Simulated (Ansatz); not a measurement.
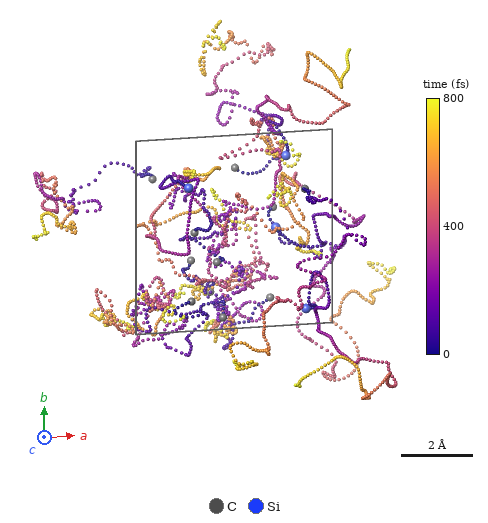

Molecular dynamics of an amorphous cell of composition Si₄C₁₁ (15 atoms in the cell), 800 fs long. Dots mark each atom's position at evenly spaced times, coloured by time; spheres stand at the starting positions. Seen along the c axis in the simulation cell.

All numbers below come from DFT PBE, scalar-relativistic, plane waves, PAW (Ansatz 0.2.0). Settings: plane-wave cutoff 420 eV; k-point mesh 1 × 1 × 1; Fermi-Dirac smearing 0.345 eV; set temperature 4000 K; time step 2 fs.

The input:
```yaml
crystal:
  lattice:
    - [5.568485, 0.167797, 0.071149]
    - [0.167797, 5.474915, -0.094329]
    - [0.071149, -0.094329, 5.583751]
  atoms:
    - { symbol: C, position: [0.443257188, 0.0610653838, 0.5247581195] }
    - { symbol: C, position: [0.6986209985, 0.617024131, 0.0263609232] }
    - { symbol: C, position: [0.8603970223, 0.7007129175, 0.875332455] }
    - { symbol: C, position: [0.2983083165, 0.5079441786, 0.6372906315] }
    - { symbol: C, position: [0.4121525011, 0.3484546257, 0.4671010415] }
    - { symbol: C, position: [0.3785878151, 0.1977013134, 0.0226021506] }
    - { symbol: C, position: [0.2834719478, 0.1532247041, 0.7771250098] }
    - { symbol: C, position: [0.2801062211, 0.3655580362, 0.2177692179] }
    - { symbol: C, position: [0.0843614709, 0.7982289413, 0.2182168284] }
    - { symbol: C, position: [0.5042147994, 0.8317111228, 0.1616852483] }
    - { symbol: C, position: [0.6841741255, 0.1499568909, 0.0564104571] }
    - { symbol: Si, position: [0.7121666411, 0.5112511436, 0.4122457756] }
    - { symbol: Si, position: [0.2685197446, 0.740811881, 0.9762768266] }
    - { symbol: Si, position: [0.8666067153, 0.080877722, 0.7410144986] }
    - { symbol: Si, position: [0.7638327107, 0.8789277298, 0.3788102178] }
  symmetry: { detect: false }
basis:
  ecutwfc: 420
  xc_grid: 1
kpoints:
  mp_grid: { grid: [1, 1, 1], shift: [0.25, 0.25, 0.25] }
hamiltonian:
  xc: pbe
scf:
  occupations: { method: fermi_dirac, width: 0.3447 }
  lower_state_search: "off"
  convergence: { dr2_threshold: 1.0e-05 }
output:
  forces: true
  stress: true
md:
  timestep: 2.0
  n_steps: 400
  ensemble: nvt_langevin
  friction: 0.005
  temperature: 4000.0
  initial_velocities: maxwell_boltzmann
  seed: 67530
```

Run as
```bash
ansatz run input.yaml --threads 2 --pin off --max-ram 5120MiB --backend cpu --events-out ev --progress --plain --runs-dir out
```

Describe the motion.

Answer. In the second half of the run the atoms are, in the root-mean-square, this far from where they began (common drift taken out): C 3.24 Å, Si 2.75 Å. Against the typical shortest distance between atoms in the first frame, about 1.6 Å these are large excursions, but over 800 fs one can't yet tell strong vibration from the start of diffusion. 14 of the 15 free atoms end more than three quarters of that spacing from the start. Bond changes: 24 C–C bonds form between 22 fs and 722 fs; 34 C–Si bonds break between 24 fs and 770 fs; 35 C–Si bonds form between 32 fs and 758 fs; 23 C–C bonds break between 34 fs and 766 fs; 3 C–C contacts open and close in turn. Over the second half the temperature averages 4632 K (spread ±1034 K). The temperature is still falling (5196 K in the second quarter, 4128 K in the last), so the run isn't equilibrated. The potential energy is still drifting at the end, so the run hasn't reached equilibrium. The potential energy in the second half lies on average 265 meV per atom below the first frame. The mean pressure there is 8.5 GPa.

Limits of the set-up: the periodic images lie only 5.5 Å apart, so the values are limited by the cell's size.

Cost: 12 min on 2 threads of Intel(R) Xeon(R) Processor @ 2.50GHz (Skylake/Cascade Lake), with other jobs on the host, peak memory 0.35 GiB.
